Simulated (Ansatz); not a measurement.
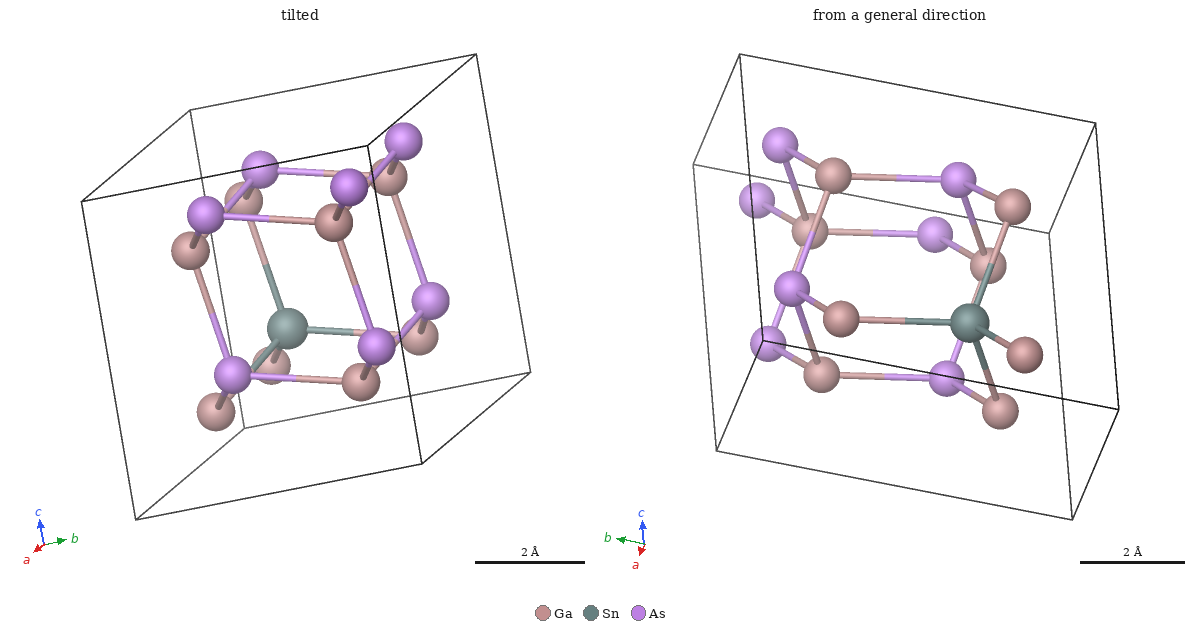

This ball-and-stick model is shown slightly off an axis and from a general direction. The parallelepiped is the supercell. The host is GaAs, in a cell of 16 sites, and the cell is neutral.

### What defect is present?

Tin on an arsenic site (a substitutional impurity). It is bonded to four Ga in a tetrahedral arrangement at about 2.5 Å.

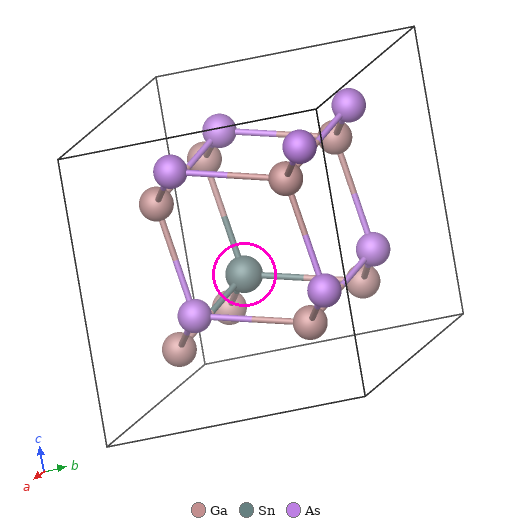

The same cell with a ring at the defect's site.

The atoms were relaxed in the host's cell with Ansatz, DFT LDA, scalar-relativistic, plane waves, PAW.
